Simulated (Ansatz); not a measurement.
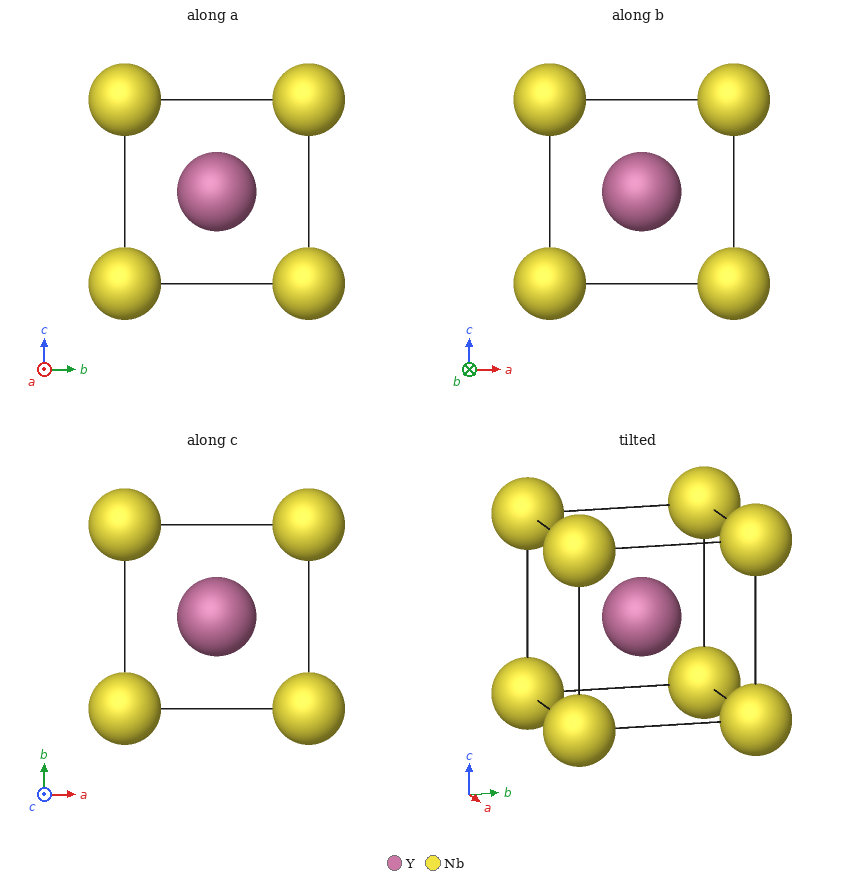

Spheres-only representation of a periodic structure, projected along the a axis, along the b axis, along the c axis and slightly off an axis. Thin lines show the conventional unit cell, with boundary atoms drawn in all their periodic places.

Lattice parameters: a = 3.6211 Å, b = 3.6211 Å, c = 3.6211 Å, α = 90.000°, β = 90.000°, γ = 90.000°.

Reconstruct the structure as a CIF with its space group and independent sites.

Answer.
```cif
data_structure
_symmetry_space_group_name_H-M 'P m -3 m'
_symmetry_Int_Tables_number 221
_cell_length_a 3.6211
_cell_length_b 3.6211
_cell_length_c 3.6211
_cell_angle_alpha 90.000
_cell_angle_beta 90.000
_cell_angle_gamma 90.000
_cell_volume 47.48
loop_
_atom_site_label
_atom_site_type_symbol
_atom_site_symmetry_multiplicity
_atom_site_Wyckoff_symbol
_atom_site_fract_x
_atom_site_fract_y
_atom_site_fract_z
_atom_site_occupancy
Y1 Y 1 b 0.5000 0.5000 0.5000 1
Nb1 Nb 1 a 0.0000 0.0000 0.0000 1
```

Its origin is a structure type filled with these elements by a generator (whether the compound takes this form wasn't checked). Earlier steps of the study may have refined or changed the cell and positions. A calculation with Ansatz used it as input.
